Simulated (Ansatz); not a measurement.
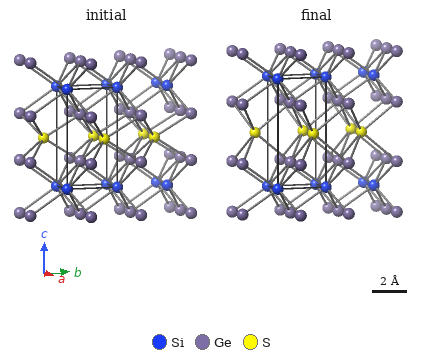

The structure of solid SiGe$_{2}$S (a generated structure, set up in P-6m2) (coarse preliminary run) before (left) and after (right) a relaxation, at one scale.

Style: ball-and-stick. Shown: the cell of the calculation, repeated 1 × 2 × 1 with one cell outlined, from a free direction.

The calculation used DFT PBE, scalar-relativistic, plane waves, PAW (Ansatz 0.2.0). Set-up: plane-wave cutoff 420 eV; k-point mesh 6 × 6 × 4; occupations gaussian; smearing width 0.1 eV; no spin polarisation; cell and atoms relaxed; force threshold 0.04 eV/Å; at most 70 steps.

Question: What changed between the two?

Answer: The largest moves relative to the cell, 0.24 Å, are those of Ge atoms. Si and S stay in place. The volume changes by +1.7 %, with a = b 3.814 → 3.660 Å (−4.0 %), c 5.874 → 6.486 Å (+10.4 %). Among the contacts that change: Ge–S 2.595 → 2.746 Å, Ge–Si 2.700 → 2.585 Å. Bond angles that change, for instance: Ge–S–Ge 63.9° → 79.4°, S–Ge–S 94.6° → 83.6°, Ge–S–Ge 94.6° → 83.6°. The space group stays P-6m2 (No. 187). Over 5 accepted moves (6 points after the start) the energy falls by 0.705 eV per cell of the calculation. The largest force component goes from 1.7 to 0.028 eV/Å. Pressure: 3.85 GPa at the start and 0.06 GPa at the end. At 1 point the geometry stayed and the basis and grid were re-selected for the new cell (energy shift of 2.4 meV per cell of the calculation at most each time). The run took 22 s on 1 thread of Arm Neoverse V2 (shared host), peak memory 0.33 GiB.
